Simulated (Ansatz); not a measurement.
# Leakage through LiH between Al(100) and Al(100): one more thickness

The current through thinner LiH barriers is known. What leaks through 5 layers at 0.25 V?

**Method.** Ansatz 0.2.0, plane waves with PAW datasets, PBE; a slab with two metal leads whose outer parts are reservoirs, with density and current solved under bias (Landauer, 300 K). The LiH is strained to the lead's lattice, the interfaces are relaxed in a short slab (PBE+D3(BJ)), and bulk layers are laid on.

The runs, with one result withheld:

```tsv
layers of LiH	cell length (Å)	drop between the leads' cuts at 0.25 V (V)	current density at 0.25 V (A/m²)
1	64.77	0.140	1.40×10¹⁴
2	67.24	0.220	2.38×10¹³
3	69.15	0.238	9.88×10¹²
4	71.08	0.245	4.13×10¹²
5	72.99	0.247	?
```

**Estimate by hand.**

Deep in a barrier the current should fall by a fixed factor for each layer; the steps shown give 5.9, 2.4 and 2.4 per layer. A straight line through ln J for 2, 3 and 4 layers has the slope −0.8750 per layer, a factor of 2.4; with about 1.92 Å per layer that is β = 0.46 Å⁻¹. Then J = exp(32.549 − 0.8750 × 5). Predicted: 1.72×10¹² A/m².

What the run gave:

1.84×10¹² A/m², so the prediction is 6.7 % too low. From 4 to 5 layers the current falls by 2.2 per layer, against the fitted 2.4.

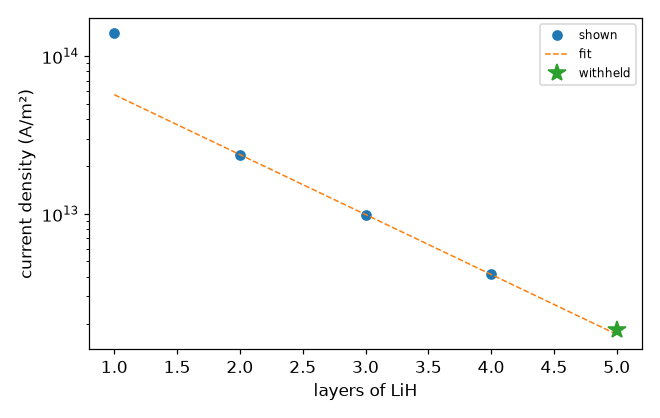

Current density against thickness.

Caveats: On every other k-point the currents of these runs, at any bias, move by up to 13 %. A semilocal functional makes the barrier's gap too small; each thickness has its own relaxed interfaces.

[Logs are printed without paths, hosts, clocks, repeated set-up lines and the standing remarks that a program may print on its own settings, such as how far it seeks lower states.]
